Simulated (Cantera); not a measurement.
Input: 1 mol Al, a varied amount of Cl2, 9.3 mol N2, equilibrated at 1098.15 K and 0.133 bar.

Method: chemical equilibrium by Gibbs-energy minimisation in Cantera with the NASA 1993 tables (ideal gas, pure condensed phases). Candidate condensed phases: Al, AlCl3, AlN; 11 gas species. Rates play no part.

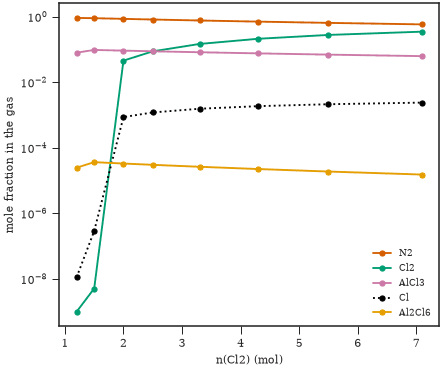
Equilibrium gas composition (values under 1e-9 drawn at 1e-9)

At 1.2 mol Cl2 the condensed part is AlN(s). From 1.5 mol Cl2 to 7.1 mol Cl2 nothing is condensed. The main Al-bearing gas is AlCl3 throughout.
